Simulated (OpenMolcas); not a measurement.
## Run report: AlH$_{2}$Cl (charge +1), single-point calculation

- system: AlH$_{2}$Cl, charge +1, multiplicity 2
- method: CASPT2/STO-3G (OpenMolcas 26.06)

The geometry is that of the parent species in another charge or spin state. The geometry comes from this level: GFN2-xTB.

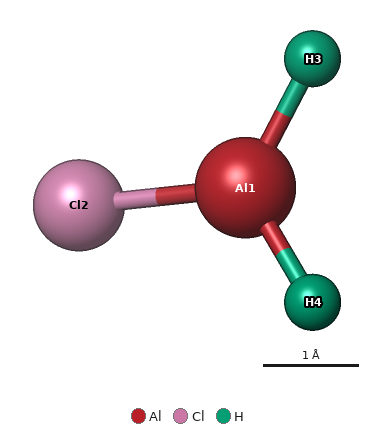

**Figure 1.** The structure (ball-and-stick view, seen at a tilt; atoms are numbered from 1 in the order of the input). Sticks mark near contacts. Bond lengths as drawn: Al–Cl 2.01 Å and Al–H 1.54 Å.

## Summary

```csv
quantity,value
outcome,converged
total energy,−694.539443 hartree
CASSCF energy,−694.512904 hartree
basis functions,20
hardware,"1 thread of Arm Neoverse V1, 24 GiB of memory available, shared host"
wall time,1.8 s
peak memory,0.37 GiB
```

## The input
```
>>> EXPORT MOLCAS_PRINT=2

&gateway
  baslib
  $CurrDir
  coord
  geom.xyz
  basis
  STO-3G
  group
  NoSym

&seward

&rasscf
  fileorb
  $CurrDir/step2.RasOrb
  spin
  2
  nactel
  3 0 0
  inactive
  14
  ras2
  3
  orblisting
  Nothing

&caspt2
  imaginary
  0.1
  frozen
  10
```

## File geom.xyz
```
4

Al    -0.062930     0.006580    -0.073510
Cl     1.246110    -0.130950     1.450370
H     -1.312710    -0.885250    -0.154210
H      0.129540     1.009620    -1.222650
```

Launched with:
```bash
export MOLCAS_MEM=1860
pymolcas step3.input > step3.log
```

## Output
```
--- Start Module: gateway ---

                                              &GATEWAY

                       available to each process: 1.9 GB of memory, 1 thread

 Basis Set     1 Label: AL.STO-3G
 Basis set is read from library:.
 basistype.tbl is not found

 Basis Set     2 Label: CL.STO-3G
 Basis set is read from library:.
 basistype.tbl is not found

 Basis Set     3 Label: H.STO-3G
 Basis set is read from library:.
 basistype.tbl is not found

++    Symmetry information:
      ---------------------

                    Character Table for C1

                             E
                    a        1  x, y, xy, Rz, z, xz, Ry, yz, Rx, I
--

++    Basis set information:
      ----------------------

      Basis set label: AL.STO-3G.........

      Electronic valence basis set:
      ------------------
      Associated Effective Charge  13.000000 au
      Associated Actual Charge     13.000000 au
      Nuclear Model: Point charge

      Shell  nPrim  nBasis  Cartesian Spherical Contaminant
         s       9       3        X
         p       6       2        X

      Basis set label: CL.STO-3G.........

      Electronic valence basis set:
      ------------------
      Associated Effective Charge  17.000000 au
      Associated Actual Charge     17.000000 au
      Nuclear Model: Point charge

      Shell  nPrim  nBasis  Cartesian Spherical Contaminant
         s       9       3        X
         p       6       2        X

      Basis set label: H.STO-3G.........

      Electronic valence basis set:
      ------------------
      Associated Effective Charge   1.000000 au
      Associated Actual Charge      1.000000 au
      Nuclear Model: Point charge

      Shell  nPrim  nBasis  Cartesian Spherical Contaminant
         s       3       1        X
--

++    Molecular structure info:
      -------------------------

                    ************************************************
                    **** Cartesian Coordinates / bohr, angstrom ****
                    ************************************************

     Center  Label                x              y              z                     x              y              z
        1      AL1             -0.118920       0.012434      -0.138914             -0.062930       0.006580      -0.073510
        2      CL2              2.354807      -0.247460       2.740802              1.246110      -0.130950       1.450370
        3      H3              -2.480662      -1.672880      -0.291415             -1.312710      -0.885250      -0.154210
        4      H4               0.244795       1.907905      -2.310474              0.129540       1.009620      -1.222650

                    ***************************************
                    *    InterNuclear Distances / bohr    *
                    ***************************************

               1 AL1           2 CL2           3 H3            4 H4
    1 AL1      0.000000
    2 CL2      3.805211        0.000000
    3 H3       2.905403        5.882850        0.000000
    4 H4       2.905301        5.883293        4.932215        0.000000

                    *******************************************
                    *    InterNuclear Distances / angstrom    *
                    *******************************************

               1 AL1           2 CL2           3 H3            4 H4
    1 AL1      0.000000
    2 CL2      2.013631        0.000000
    3 H3       1.537473        3.113070        0.000000
    4 H4       1.537419        3.113304        2.610016        0.000000

                    **************************************
                    *    Valence Bond Angles / degree    *
                    **************************************
                          Atom centers                 Phi
                      3 H3       1 AL1      4 H4       116.17
--

            Nuclear Potential Energy             73.00929009 au

--- Stop Module: gateway /rc=_RC_ALL_IS_WELL_ ---

--- Start Module: seward ---

                                              &SEWARD

                       available to each process: 1.9 GB of memory, 1 thread

               SEWARD will generate:
                  Multipole Moment integrals up to order  2
                  Kinetic Energy integrals
                  Nuclear Attraction integrals (point charge)
                  One-Electron Hamiltonian integrals
                  Velocity integrals
                  Orbital angular momentum around (  1.2019  -0.1263   1.3987 )
                  Velocity quadrupole around (  1.2019  -0.1263   1.3987 )
                  Two-Electron Repulsion integrals

                   Integrals are discarded if absolute value <: 1.00E-14
                   Integral cutoff threshold is set to       <: 1.00E-16

            Nuclear Potential Energy             73.00929009 au

      Basis set specifications :
      Symmetry species         a
      Basis functions           20

--- Stop Module: seward /rc=_RC_ALL_IS_WELL_ ---

--- Start Module: rasscf ---

                                              &RASSCF

                       available to each process: 1.9 GB of memory, 1 thread

      Header of the ONEINT file:
      --------------------------

      OrdInt status: non-squared

      Cartesian coordinates in angstrom:
      -----------------------------------------------------
      No.  Label        X            Y            Z
      -----------------------------------------------------
       1   AL1       -0.06293000   0.00658000  -0.07351000
       2   CL2        1.24611000  -0.13095000   1.45037000
       3   H3        -1.31271000  -0.88525000  -0.15421000
       4   H4         0.12954000   1.00962000  -1.22265000
      -----------------------------------------------------
      Nuclear repulsion energy =   73.00929009

++    Wave function specifications:
      -----------------------------

      Number of closed shell electrons          28
      Number of electrons in active shells       3
      Max number of holes in RAS1 space          0
      Max nr of electrons in RAS3 space          0
      Number of inactive orbitals               14
      Number of active orbitals                  3
      Number of secondary orbitals               3
      Spin quantum number                      0.5
      State symmetry                             1
--

++    Orbital specifications:
      -----------------------

      Symmetry species                           1
                                                 a
      Frozen orbitals                            0
      Inactive orbitals                         14
      Active orbitals                            3
      RAS1 orbitals                              0
      RAS2 orbitals                              3
      RAS3 orbitals                              0
      Secondary orbitals                         3
      Deleted orbitals                           0
      Number of basis functions                 20
--

++    CI expansion specifications:
      ----------------------------

      Number of CSFs                             8
      Number of determinants                     9
      Number of root(s) required                 1
      Root chosen for geometry opt.              1
      CI root used                               1

      highest root included in the CI            1
      max. size of the explicit Hamiltonian      8
--

++    Optimization specifications:
      ----------------------------

      RASSCF algorithm: Conventional
      Maximum number of macro iterations       200
      Maximum number of SX iterations          100
      Threshold for RASSCF energy            1.000E-08
      Threshold for max MO rotation          1.000E-01
      Threshold for max BLB element          1.000E-04
      Level shift parameter                  5.000E-01
      Make Quasi-Newton update
--

      The MO-coefficients are taken from the file:
      step2.RasOrb
      Title: RASSCF average (pseudo-natural) orbitals

      Total molecular charge    1.00

      ************************************************************************************************************************
      *                                            Wave function control section                                             *
      ************************************************************************************************************************

                                         RASSCF iterations: Energy and convergence statistics
                                         ----------------------------------------------------

          iter iter root      energy       change     param      element    value   shift minimum  type update hh:mm:ss
 Nr of preliminary CI iterations:   1
        1   1    3    1  -694.51290435    0.00E+00  -7.32E-06   12  17 1 -4.01E-06   0.41   0.00    SX    NO    0:00:00
        2   1    3    1  -694.51290435   -4.20E-11  -2.83E-06   12  17 1 -1.94E-06   0.41   0.00    SX    NO    0:00:00
        3   1    2    1  -694.51290435   -8.30E-12  -1.47E-06   14  18 1  1.17E-06   0.41   0.00    SX    NO    0:00:00
        4   1    2    1  -694.51290435   -3.07E-12   8.26E-07   14  18 1  7.90E-07   0.41   0.00    SX    NO    0:00:00
      Convergence after  4 iterations
        5   1    2    1  -694.51290435   -1.36E-12   8.26E-07   14  18 1  5.27E-07   0.41   0.00    SX    NO    0:00:00

      ************************************************************************************************************************
                                                      Wave function printout:
                       occupation of active orbitals, and spin coupling of open shells (u,d: Spin up or down)
      ************************************************************************************************************************

      Note: transformation to natural orbitals
      has been made, which may change the order of the CSFs.

      printout of CI-coefficients larger than  0.05 for root  1
      energy=    -694.512904
      conf/sym  111     Coeff  Weight
             1  2u0  -0.97916 0.95876
             4  udu   0.15845 0.02511
             6  uud   0.09148 0.00837
             8  0u2  -0.08809 0.00776

      Natural orbitals and occupation numbers for root  1
      sym 1:   1.951004   1.000000   0.048996

      ************************************************************************************************************************
      *                                                    Final results                                                     *
      ************************************************************************************************************************

++    Final optimization conditions:
      ------------------------------

      Average CI energy                            -694.51290435
      RASSCF energy for state  1                   -694.51290435
      Super-CI energy                                -0.00000000
      RASSCF energy change                           -0.00000000
      Max change in MO coefficients              -7.720E-07
      Max non-diagonal density matrix element     8.262E-07
      Maximum BLB matrix element                  5.274E-07
      (orbital pair  14,  18 in symmetry   1)
      Norm of electronic gradient            7.302E-07
--

      Final state energy(ies):
      ------------------------

::    RASSCF root number  1 Total energy:   -694.51290435
      Von Neumann Entropy (Root   1) =  0.66600

      Mulliken population analysis for root number:  1
      -----------------------------------------------

++    Molecular charges:
      ------------------

      Mulliken charges per centre
      ---------------------------

                AL1     CL2     H3      H4
      Total   11.8261 17.2818  0.9460  0.9461

      N-E      1.1739 -0.2818  0.0540  0.0539

      Total electronic charge=   31.000000

      Total            charge=    1.000000
--

      Expectation values of various properties for root number:  1
      -----------------------------------------------------------

++    Molecular properties:
      ---------------------

      Charge (e):
                      =    1.0000
      Dipole Moment (debye):
      Origin of the operator (angstrom)=    0.6360   -0.0669    0.7402
                   X= -5.1704E+00               Y=  5.4203E-01               Z= -6.0180E+00           Total=  7.9526E+00
      Center of Charge (angstrom)
                     X=   -0.44042021               Y=    0.04599438               Z=   -0.51272205
      Quadrupole Moment (debye*angstrom):
      Origin of the operator (angstrom)=    0.6360   -0.0669    0.7402
                  XX= -1.6584E+01              XY=  1.2294E-02              XZ=  2.2968E+00              YY= -1.8520E+01
                  YZ= -4.2373E-01              ZZ= -1.5926E+01
      In traceless form (debye*angstrom)
                  XX=  6.3856E-01              XY=  1.8442E-02              XZ=  3.4452E+00              YY= -2.2650E+00
                  YZ= -6.3560E-01              ZZ=  1.6264E+00
--

      Mulliken spin population analysis for root number:  1
      ---------------------------------------------------

++    Molecular charges:
      ------------------

      Mulliken spin population per centre
      ---------------------------

                AL1     CL2     H3      H4
      Total   -0.0363  0.0767  0.4800  0.4796

      Total electronic spin=    1.000000
--

      Average orbitals are written to the RASORB file
      Natural orbitals for root   1 are written to the RASORB.1 file
      Spin density orbitals for root   1 are written to the SPDORB.1 file

--- Stop Module: rasscf /rc=_RC_ALL_IS_WELL_ ---

--- Start Module: caspt2 ---

                                              &CASPT2

                       available to each process: 1.9 GB of memory, 1 thread

 ###############################################################################
 ###    WARNING: User changed nr of frozen orbitals.                         ###
 ###############################################################################

++    Wave function specifications:
      -----------------------------

      Number of closed shell electrons           8
      Number of electrons in active shells       3
      Max number of holes in RAS1 space          0
      Max number of electrons in RAS3 space      0
      Number of inactive orbitals                4
      Number of active orbitals                  3
      Number of secondary orbitals               3
      Spin quantum number                      0.5
      State symmetry                             1
      Number of CSFs                             8
      Number of CASSCF root(s) available         1
      CASPT2 state passed to geometry opt.       1
      A file JOBMIX will be created
      This is a CASSCF or RASSCF reference function
--

++    Orbital specifications:
      -----------------------

      Symmetry species                           1
                                                 a
      Frozen orbitals                           10
      Inactive orbitals                          4
      Active orbitals                            3
      Secondary orbitals                         3
      Deleted orbitals                           0
      Number of basis functions                 20
--

++    CASPT2 specifications:
      ----------------------

      Type of calculation                        SS-CASPT2
      Fock operator                              state-specific
      IPEA shift                                 0.25
      Real shift                                 0.00
      Imaginary shift                            0.10
      The input orbitals will be transformed to quasi-canonical
--

--------------------------------------------------------------------------------
 Estimated memory requirements:
  POLY3 :                   250248
  RHS:                      250803
  SIGMA :                   250864
  PRPCTL:                        0
 Available workspace:    232491018

++ CASPT2 computation for group   1

********************************************************************************
 Multi-State initialization phase begins for group   1
--------------------------------------------------------------------------------
********************************************************************************
 Compute H0 matrices for state    1
--------------------------------------------------------------------------------
--------------------------------------------------------------------------------
 H0 matrices have been computed.

********************************************************************************
  CASPT2 EQUATION SOLUTION
--------------------------------------------------------------------------------

  Total nr of CASPT2 parameters:
   Before reduction:         858
   After  reduction:         660

 Variance of |WF0>:       0.0414010794

 The contributions to the second order correlation energy in atomic units.
-----------------------------------------------------------------------------------------------------------------------------
  IT.      VJTU        VJTI        ATVX        AIVX        VJAI        BVAT        BJAT        BJAI        TOTAL       RNORM
-----------------------------------------------------------------------------------------------------------------------------
   1    -0.000565   -0.000618   -0.003153   -0.003073   -0.005630   -0.001330   -0.001250   -0.010619   -0.026238    0.002378
   2    -0.000572   -0.000627   -0.003169   -0.003102   -0.005651   -0.001345   -0.001263   -0.010664   -0.026392    0.000210
   3    -0.000572   -0.000628   -0.003168   -0.003101   -0.005649   -0.001345   -0.001264   -0.010660   -0.026386    0.000023
   4    -0.000572   -0.000628   -0.003167   -0.003101   -0.005649   -0.001345   -0.001264   -0.010659   -0.026385    0.000002
-----------------------------------------------------------------------------------------------------------------------------

  FINAL CASPT2 RESULT:

      Reference energy:        -694.5129043473
      E2 (Non-variational):      -0.0263853400
      Shift correction:          -0.0001530535
      E2 (Variational):          -0.0265383935
      Total energy:            -694.5394427408
      Residual norm:              0.0000001837
      Reference weight:           0.98168

      Contributions to the CASPT2 correlation energy
      Active & Virtual Only:         -0.0045121408
      One Inactive Excited:          -0.0049370204
      Two Inactive Excited:          -0.0169361788

++ Denominators, etc.
--------------------------------------------------------------------------------------------------------------
 Report on small energy denominators, large coefficients, and large energy contributions.
CASE  SYMM ACTIVE-MIX  NON-ACTIVE INDICES          DENOMINATOR     RHS VALUE       COEFFICIENT     CONTRIBUTION
VJTU     1  Mu1.0001  In1.012                       0.24546543     -0.00000308      0.00001393     -0.00000000
VJTU     1  Mu1.0001  In1.013                       0.17680977      0.00285341     -0.02027148     -0.00005784
VJTU     1  Mu1.0001  In1.014                       0.16702377      0.00000001     -0.00000004     -0.00000000
ATVX     1  Mu1.0004  Se1.020                       1.38533856     -0.03585446      0.02599100     -0.00093189
ATVX     1  Mu1.0006  Se1.020                       1.87636026     -0.05888647      0.03152330     -0.00185630
AIVX     1  Mu1.0002  In1.013 Se1.020               1.21220066      0.03201570     -0.02791234     -0.00089363
VJAIM    1  Mu1.0001  Se1.019 In1.013 In1.012       1.16033392      0.03723019     -0.03598040     -0.00133956
VJAIM    1  Mu1.0001  Se1.018 In1.014 In1.013       0.84258683     -0.02650409      0.03184724     -0.00084408
BJAIP    1  Se1.019 In1.012 Se1.019 In1.012         1.87161224      0.07089199     -0.03998755     -0.00283480
BJAIM    1  Se1.018 In1.012 Se1.018 In1.014         1.55386515     -0.04824905      0.03235832     -0.00156126
--

   (Skipping property calculation,
    use PROP keyword to activate)
--

  Total CASPT2 energies:
::    CASPT2 Root  1     Total energy:   -694.53944274

  A NEW JOBIPH FILE NAMED 'JOBMIX' IS PREPARED.
********************************************************************************
--- Stop Module: caspt2 /rc=_RC_ALL_IS_WELL_ ---

.##################.
.# Happy landing! #.
.##################.

    Timing: Wall=1.54 User=1.17 System=0.37
```
